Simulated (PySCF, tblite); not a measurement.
**C₄H₈ClFSi₂: geometry, infrared bands and NMR shifts**

Aim: predict the infrared bands and NMR shifts of C₄H₈ClFSi₂ (`F[C@@H](Cl)C[SiH2]C#C[SiH3]`).

Programs: tblite 0.8.0 and PySCF 2.14.0, with density-fitted response routines of our own. Each step states its level of theory. These are calculated values for one molecule in the gas phase, unless marked as measured. Atoms are numbered from 0 throughout.

## (1) The molecule as given

16 atoms, charge 0, multiplicity 1; geometry from: force field or distance geometry start.

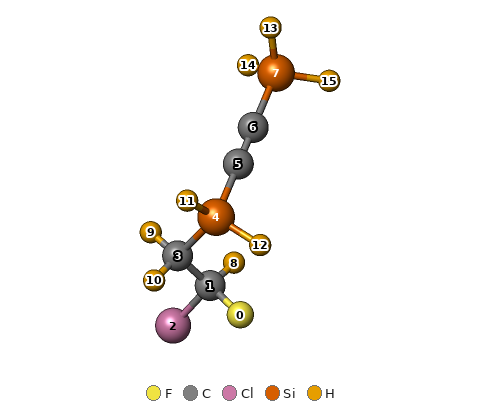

The starting geometry (fluorine yellow, carbon grey, chlorine pink, silicon orange, hydrogen amber), atoms numbered; sticks join atoms by distance.

## (2) Relaxing the molecule with GFN2-xTB

What the job is given:

```
{"job": {"kind": "relax", "xc": "GFN2-xTB", "basis": "xTB"}, "charge": 0, "multiplicity": 1}
F     -2.484700    -1.286100    -1.347600
C     -2.251400    -0.017200    -0.845100
Cl    -3.702900     0.945000    -1.130600
C     -2.031300    -0.154200     0.631800
Si    -0.588600    -1.274500     0.957100
C      0.940600    -0.338900     0.655900
C      1.986200     0.284300     0.474400
Si     3.555600     1.184000     0.200500
H     -1.389800     0.413600    -1.378100
H     -1.878200     0.830600     1.131700
H     -2.927000    -0.590300     1.130200
H     -0.619500    -1.785100     2.349200
H     -0.598000    -2.423600     0.020100
H      4.521600     0.918300     1.288800
H      3.326500     2.627100     0.170400
H      4.133500     0.676000    -1.052500
```

Command:

```
> OMP_NUM_THREADS=1 python probes_run.py task.json out
```

The driver reads the jobs from task.json and runs them one after another.

The log of the run:

```text
step      E/eV     max force
  0    -688.67830    2.576
  1    -688.65093    6.221
  2    -688.80584    0.668
  3    -688.82260    0.319
  4    -688.84655    0.219
  5    -688.85115    0.175
  6    -688.85621    0.150
  7    -688.85905    0.152
  8    -688.86219    0.147
  9    -688.86435    0.133
 10    -688.86610    0.098
 11    -688.86741    0.098
 12    -688.86852    0.094
 13    -688.86937    0.068
 14    -688.86996    0.066
 15    -688.87042    0.063
 16    -688.87088    0.068
 17    -688.87138    0.055
 18    -688.87189    0.057
 19    -688.87243    0.062
 20    -688.87299    0.070
 21    -688.87351    0.065
 22    -688.87397    0.055
 23    -688.87439    0.041
 24    -688.87479    0.053
 25    -688.87516    0.053
 26    -688.87545    0.051
 27    -688.87568    0.041
 28    -688.87587    0.031
 29    -688.87605    0.031
 30    -688.87621    0.041
 31    -688.87637    0.045
 32    -688.87653    0.036
 33    -688.87669    0.037
 34    -688.87686    0.039
 35    -688.87703    0.042
 36    -688.87719    0.033
 37    -688.87736    0.032
 38    -688.87755    0.034
 39    -688.87777    0.042
 40    -688.87800    0.044
 41    -688.87824    0.036
 42    -688.87844    0.029
 43    -688.87862    0.034
 44    -688.87880    0.043
 45    -688.87903    0.049
 46    -688.87930    0.052
 47    -688.87953    0.035
 48    -688.87968    0.029
 49    -688.87979    0.026
 50    -688.87992    0.038
 51    -688.88011    0.041
 52    -688.88034    0.047
 53    -688.88061    0.059
 54    -688.88088    0.052
 55    -688.88115    0.048
 56    -688.88138    0.039
 57    -688.88153    0.030
 58    -688.88164    0.027
 59    -688.88179    0.041
 60    -688.88205    0.065
 61    -688.88252    0.085
 62    -688.88318    0.081
 63    -688.88375    0.054
 64    -688.88406    0.028
 65    -688.88420    0.028
 66    -688.88432    0.030
 67    -688.88453    0.035
 68    -688.88479    0.042
 69    -688.88503    0.036
 70    -688.88526    0.053
 71    -688.88553    0.042
 72    -688.88588    0.041
 73    -688.88631    0.041
 74    -688.88669    0.044
 75    -688.88716    0.046
 76    -688.88765    0.057
 77    -688.88831    0.061
 78    -688.88888    0.051
 79    -688.88922    0.034
 80    -688.88941    0.044
 81    -688.88955    0.030
 82    -688.88967    0.024
 83    -688.88983    0.023
 84    -688.88997    0.021
 85    -688.89021    0.026
 86    -688.89040    0.025
 87    -688.89051    0.017
 88    -688.89058    0.015
 89    -688.89065    0.017
 90    -688.89078    0.022
 91    -688.89094    0.027
 92    -688.89109    0.025
 93    -688.89119    0.019
 94    -688.89124    0.016
 95    -688.89128    0.017
 96    -688.89134    0.013
 97    -688.89140    0.012
 98    -688.89143    0.007
```

Wall time 1.4 s (1 thread of Arm Neoverse N1, shared host); peak memory 0.18 GiB.

Step by step: (not every step is listed) (the energy doesn't fall at every step)

```tsv
step	energy from step 0 (eV)	largest force (eV/Å)
0	0.0000	2.5763
1	0.0274	6.2210
2	-0.1275	0.6680
3	-0.1443	0.3185
4	-0.1682	0.2186
5	-0.1728	0.1754
6	-0.1779	0.1499
7	-0.1807	0.1516
8	-0.1839	0.1471
16	-0.1926	0.0675
24	-0.1965	0.0527
32	-0.1982	0.0364
40	-0.1997	0.0437
48	-0.2014	0.0295
56	-0.2031	0.0393
64	-0.2058	0.0280
72	-0.2076	0.0405
80	-0.2111	0.0438
88	-0.2123	0.0150
93	-0.2129	0.0187
94	-0.2129	0.0162
95	-0.2130	0.0166
96	-0.2130	0.0131
97	-0.2131	0.0119
98	-0.2131	0.0071
```

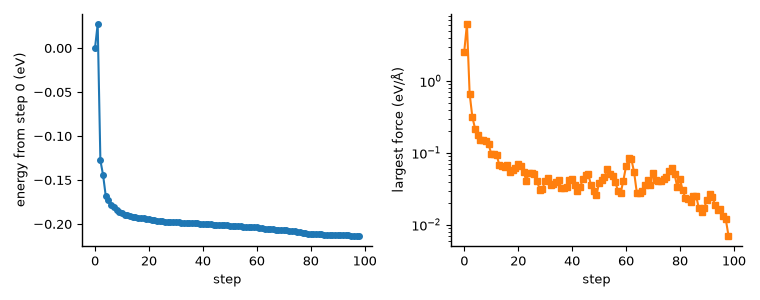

Energy and largest force along the relaxation.

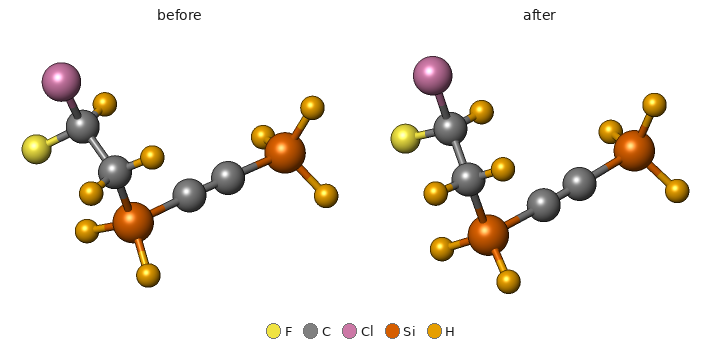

Before and after, at one scale.

Close pairs (by a distance rule), those that changed most:

```tsv
bond	before (Å)	after (Å)	change (Å)
C3–Si4	1.855	1.918	+0.063
C1–Cl2	1.765	1.798	+0.033
Si4–C5	1.818	1.849	+0.031
C3–H9	1.115	1.089	-0.026
C3–H10	1.114	1.090	-0.024
C6–Si7	1.830	1.853	+0.023
F0–C1	1.385	1.363	-0.021
Si4–H12	1.483	1.462	-0.021
```

The next job starts from the end point, and lists it.

## (3) Infrared spectrum with GFN2-xTB

What the job is given:

```
{"job": {"kind": "ir", "xc": "GFN2-xTB", "basis": "xTB"}, "charge": 0, "multiplicity": 1}
F     -2.098113    -0.970799    -1.589371
C     -1.988286     0.122472    -0.782716
Cl    -3.319849     1.242855    -1.233109
C     -2.054778    -0.271809     0.664607
Si    -0.606698    -1.442520     1.125607
C      0.927843    -0.483637     0.745158
C      1.910217     0.171428     0.472575
Si     3.398588     1.191117     0.050181
H     -1.050783     0.623385    -1.048405
H     -2.017792     0.634225     1.267473
H     -3.013096    -0.754966     0.854905
H     -0.697896    -1.711837     2.563460
H     -0.658449    -2.662068     0.320546
H      4.392596     0.997834     1.107522
H      2.965837     2.589165    -0.016076
H      3.903061     0.734100    -1.246284
```

The log of the run:

```text
mode    cm-1     km/mol
  1      15.4      0.02
  2      25.1      1.02
  3      33.0      0.33
  4      88.5      1.30
  5     117.8      2.25
  6     138.3      1.53
  7     189.6      1.45
  8     255.1      3.39
  9     255.9      0.35
 10     312.9     19.35
 11     355.3      7.27
 12     427.5      8.05
 13     445.6     10.78
 14     479.2     54.29
 15     533.1     86.90
 16     535.6     73.99
 17     552.1     17.14
 18     667.5    280.08
 19     696.7     15.98
 20     749.3    168.68
 21     763.2    213.83
 22     775.6    404.24
 23     780.2    255.49
 24     780.9    192.13
 25     802.9     19.10
 26     872.1    334.25
 27     945.5    133.13
 28    1098.1     61.57
 29    1138.9     30.10
 30    1202.5      7.04
 31    1241.9     86.67
 32    1300.2     25.35
 33    1457.1      3.13
 34    2240.1      1.09
 35    2245.1    266.79
 36    2252.3    362.09
 37    2257.9    445.08
 38    2266.9    152.99
 39    2279.0    245.82
 40    2923.1     11.89
 41    3000.4     17.93
 42    3011.1      7.95
```

Run time: 1.2 s. Hardware: 1 thread of Arm Neoverse N1, shared host; peak memory 0.18 GiB.

The strongest bands and the atoms that carry them (share of the mass-weighted mode):

```tsv
cm⁻¹	km/mol	atoms
668	280.1	H11 39 %, H12 34 %, C3 10 %
776	404.2	H15 24 %, H13 23 %, H14 13 %, C3 12 %
780	255.5	H15 53 %, H13 23 %, H14 15 %
872	334.2	C6 33 %, C5 32 %, Si4 18 %, Si7 12 %
2245	266.8	H11 94 %
2252	362.1	H14 80 %, H15 10 %
2258	445.1	H15 54 %, H13 39 %
2279	245.8	H12 95 %
```

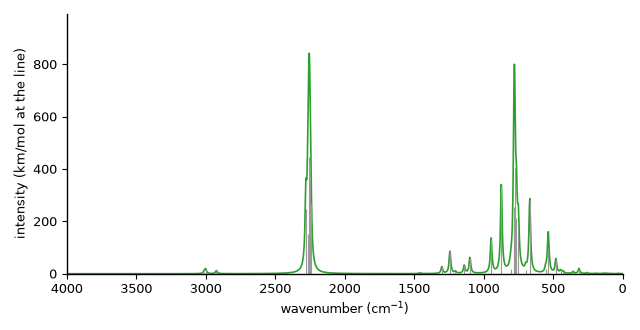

The infrared spectrum from these modes, unscaled. Lines are broadened to a width of 14 cm⁻¹ (Lorentzian).

## (4) Shielding tensors: PBE0/pcSseg-1

Same as in step 3 but for these lines:

```diff
@@ -1,2 +1,2 @@
-{"job": {"kind": "ir", "xc": "GFN2-xTB", "basis": "xTB"}, "charge": 0, "multiplicity": 1}
+{"job": {"kind": "nmr", "xc": "PBE0", "basis": "pcSseg-1"}, "charge": 0, "multiplicity": 1}
 F     -2.098113    -0.970799    -1.589371
```

With the program's defaults for keys left out, this is: GIAO PBE0/pcSseg-1 NMR shielding, non-relativistic, gas phase.

The log of the run:

```text
coarse grid: 15264 points
cycle   1  E = -1295.3244299550  dE =  6.470e-01  |g| = 6.408e-01  |ddm| = 3.673e+00
cycle   2  E = -1295.2721592025  dE =  5.227e-02  |g| = 8.554e-01  |ddm| = 1.176e+00
cycle   3  E = -1295.4103877091  dE = -1.382e-01  |g| = 8.922e-02  |ddm| = 6.373e-01
cycle   4  E = -1295.4116495979  dE = -1.262e-03  |g| = 4.123e-02  |ddm| = 9.430e-02
cycle   5  E = -1295.4119562118  dE = -3.066e-04  |g| = 1.903e-02  |ddm| = 4.317e-02
cycle   6  E = -1295.4120426611  dE = -8.645e-05  |g| = 4.908e-03  |ddm| = 1.566e-02
cycle   7  E = -1295.4120486842  dE = -6.023e-06  |g| = 9.651e-04  |ddm| = 4.505e-03
final grid: 135016 points
cycle   8  E = -1295.4660826759  dE = -3.499e-05  |g| = 6.788e-03  |ddm| = 2.624e-02
cycle   9  E = -1295.4660759727  dE =  6.703e-06  |g| = 8.795e-03  |ddm| = 1.276e-02
cycle  10  E = -1295.4660926708  dE = -1.670e-05  |g| = 1.126e-03  |ddm| = 7.066e-03
cycle  11  E = -1295.4660928406  dE = -1.699e-07  |g| = 4.830e-04  |ddm| = 1.125e-03
cycle  12  E = -1295.4660928897  dE = -4.906e-08  |g| = 1.935e-04  |ddm| = 4.390e-04
cycle  13  E = -1295.4660928986  dE = -8.871e-09  |g| = 3.952e-05  |ddm| = 1.555e-04
cycle  14  E = -1295.4660928989  dE = -3.561e-10  |g| = 6.932e-06  |ddm| = 3.761e-05
converged SCF energy = -1295.4660928989

GIAO shielding tensors (ppm)
atom      isotropic    diamagn.    paramagn.     s11        s22        s33       span
  0 F      315.435     473.770    -158.335    244.143    320.597    381.566    137.423
  1 C       74.941     244.656    -169.715     39.532     77.029    108.260     68.728
  2 Cl     658.962    1145.226    -486.264    354.434    592.548   1029.904    675.470
  3 C      157.023     255.841     -98.817    139.363    152.868    178.839     39.476
  4 Si     419.690     881.676    -461.986    403.557    413.100    442.413     38.857
  5 C       71.696     264.896    -193.199    -27.917    -21.268    264.274    292.191
  6 C       69.951     264.568    -194.617    -27.733    -22.975    260.560    288.294
  7 Si     448.183     881.808    -433.624    442.265    443.863    458.422     16.157
  8 H       24.985      31.327      -6.343     21.171     24.404     29.379      8.208
  9 H       30.251      32.043      -1.793     25.958     29.880     34.914      8.956
 10 H       29.917      29.409       0.508     26.012     29.609     34.131      8.119
 11 H       27.289      28.315      -1.026     23.437     25.521     32.910      9.473
 12 H       27.207      28.969      -1.762     23.914     25.656     32.051      8.138
 13 H       27.473      27.784      -0.311     23.906     25.817     32.696      8.790
 14 H       27.444      29.384      -1.939     23.814     26.358     32.161      8.346
 15 H       27.439      28.883      -1.444     23.946     25.990     32.380      8.434
```

Run time: 70 s. Hardware: 1 thread of Arm Neoverse N1, shared host; peak memory 0.88 GiB.

The references, computed at this level on geometries of the same kind, shield at (ppm): ¹H TMS 31.72, ¹³C TMS 186.9, ²⁹Si TMS 349.2, ¹⁹F CFCl3 170.9, ³⁵Cl HCl 950. Their shielding less the atom's gives the shift. The references are single molecules in the gas phase, so shifts against H2O, NH3, PH3, H3PO4 or CFCl3 are not on the usual liquid scales and can be off by tens of ppm. Atoms listed in one row are averaged.

```tsv
atoms	environment	σ (ppm)	δ (ppm)	δ scaled to CDCl3
C6	alkyne carbon	70.0	117.0	112.3
C5	alkyne carbon	71.7	115.2	110.5
C1	sp3 CH bonded to Cl and F	74.9	112.0	107.4
C3	sp3 CH2 bonded to Si	157.0	29.9	27.3
H8	hydrogen on an sp3 CH bonded to Cl and F	24.98	6.73	6.45
H12	hydrogen on a silicon bonded to 2 C	27.21	4.51	–
H11	hydrogen on a silicon bonded to 2 C	27.29	4.43	–
H13, H14, H15	hydrogen on a silicon bonded to C	27.45	4.27	–
H10	hydrogen on an sp3 CH2 bonded to Si	29.92	1.80	1.80
H9	hydrogen on an sp3 CH2 bonded to Si	30.25	1.47	1.49
F0	fluorine on an sp3 carbon	315.4	-144.5	–
Cl2	chlorine bonded to C	659	291	–
Si4	silicon bonded to 2 C, 2 H	419.7	-70.5	–
Si7	silicon bonded to C, 3 H	448.2	-99.0	–
```

The scaled column applies a straight-line fit of computed shieldings to shifts measured in CDCl3, with any fitted terms for Cl, Br or S neighbours, and one for carbons that bear F (root-mean-square error 0.16 ppm for H, 1.9 ppm for C).

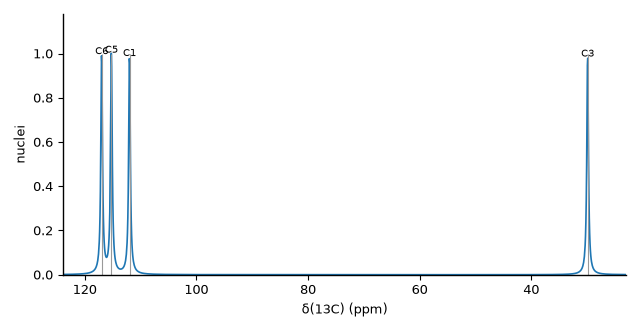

¹³C lines at the computed shifts, without couplings. Lines are broadened to a width of 0.35 ppm (Lorentzian).

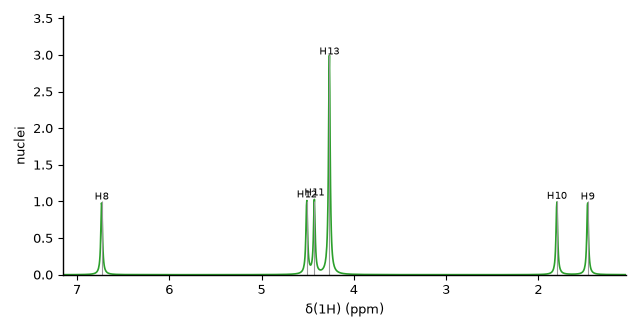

¹H lines at the computed shifts, without couplings. Lines are broadened to a width of 0.02 ppm (Lorentzian).

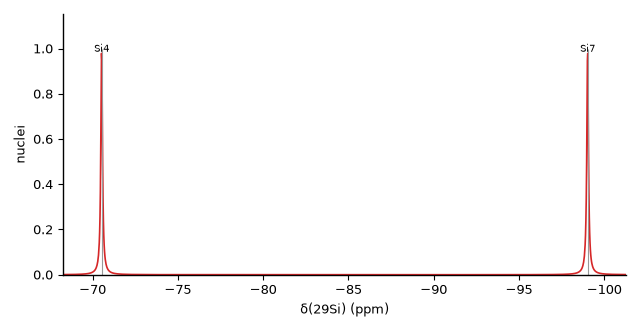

²⁹Si lines at the computed shifts, without couplings. Lines are broadened to a width of 0.11 ppm (Lorentzian).

Charges from the same density, by scheme (e):

```tsv
atoms	Mulliken	IAO	Hirshfeld	ESP fit
F0	-0.29	-0.30	-0.09	-0.16
C1	0.16	0.20	0.10	0.07
Cl2	-0.13	-0.11	-0.08	-0.14
C3	-0.51	-0.55	-0.17	-0.36
Si4	0.70	0.78	0.37	0.54
C5	-0.29	-0.32	-0.15	-0.25
C6	-0.31	-0.30	-0.14	-0.18
Si7	0.53	0.63	0.35	0.43
```

ESP fit charges:

F0 -0.16; C1 0.07; Cl2 -0.14; C3 -0.36; Si4 0.54; C5 -0.25; C6 -0.18; Si7 0.43; H8 0.16; H9 0.13; H10 0.15; H11 -0.10; H12 -0.08; H13 -0.07; H14 -0.08; H15 -0.07

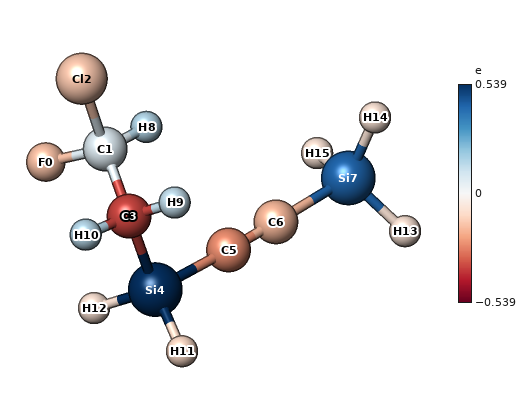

ESP fit charges, as colours on the atoms.

Mayer bond orders: F0–C1 0.91, C1–Cl2 1.01, C1–C3 1.02, C3–Si4 0.86, Si4–C5 0.94, C5–C6 2.49, C6–Si7 0.96.

Orbitals, density, ELF and potential are computed afterwards from the orbital file.

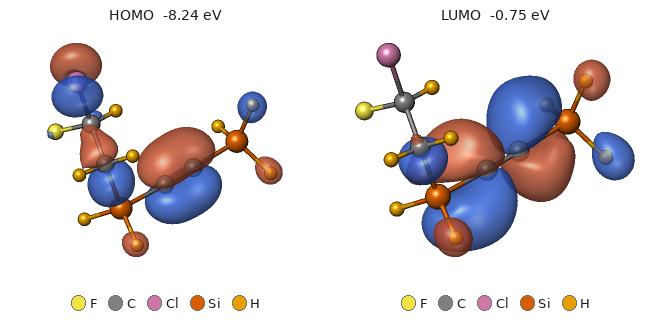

Frontier orbitals at PBE0/pcSseg-1; each surface holds 70 % of the orbital's density, blue and red mark the sign.

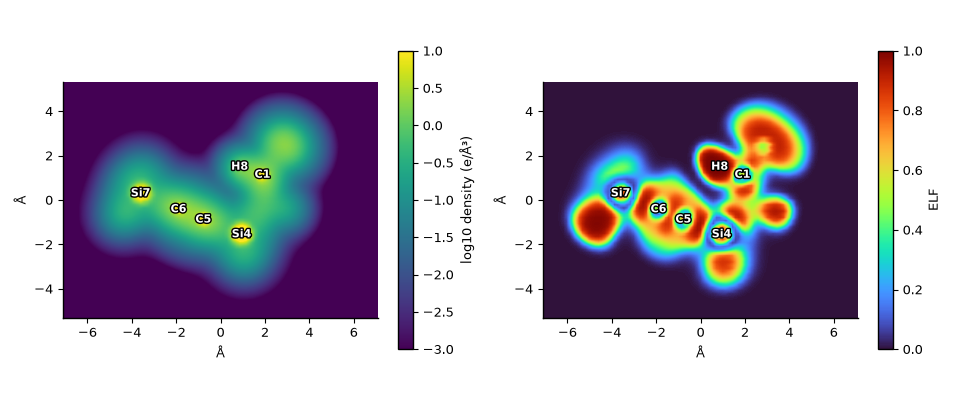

Density (left) and ELF (right) in a plane through or near 6 of the atoms.

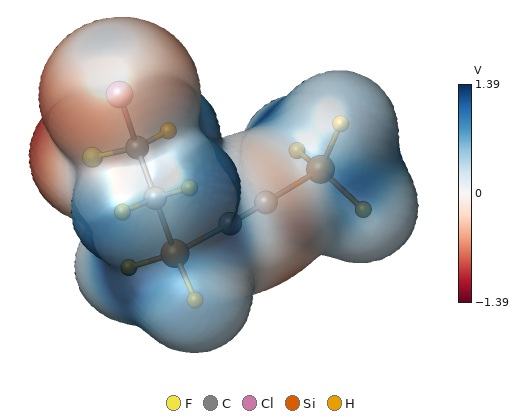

The potential that a unit positive charge feels on the 0.002 e/bohr³ surface, from -0.87 V near F0 to 1.39 V near H15.

## (5) Results

```
                                                              quantity                                   value
                             strongest single infrared mode (GFN2-xTB)                   2258 cm⁻¹, 445 km/mol
                                          zero-point energy (GFN2-xTB)                           60.8 kcal/mol
                                ¹³C shifts against TMS (PBE0/pcSseg-1)           117.0, 115.2, 112.0, 29.9 ppm
¹H shifts against TMS (PBE0/pcSseg-1, means over atoms taken as alike)  6.73, 4.51, 4.43, 4.27, 1.80, 1.47 ppm
                              ¹⁹F shifts against CFCl3 (PBE0/pcSseg-1)                              -144.5 ppm
                               ³⁵Cl shifts against HCl (PBE0/pcSseg-1)                                 291 ppm
                               ²⁹Si shifts against TMS (PBE0/pcSseg-1)                        -70.5, -99.0 ppm
                                 surface potential, least and greatest                      -0.87 V and 1.39 V
```

**Reading.** Relaxing lowered the energy by 0.213 eV in 98 steps; the close pair that moved most is C3–Si4, from 1.855 to 1.918 Å. No mode is imaginary among the 42: a minimum at this level. The strongest single mode, at 2258 cm⁻¹, moves mainly H15 and H13. Unscaled tight-binding wavenumbers are off by several per cent, some by more. Its intensities can rank the bands wrongly. The most deshielded hydrogen is H8 (hydrogen on an sp3 CH bonded to Cl and F), at 6.73 ppm: its carbon carries Cl and F, hence the downfield position. At PBE0/pcSseg-1: The largest span, 675 ppm, is at Cl2, where the paramagnetic term is -486 ppm. By nearest atom (PBE0/pcSseg-1), the HOMO sits on C5, C6 about 28 % each; Cl2 17 % and the LUMO on C5, C6 about 26 % each; Si4 9 %.
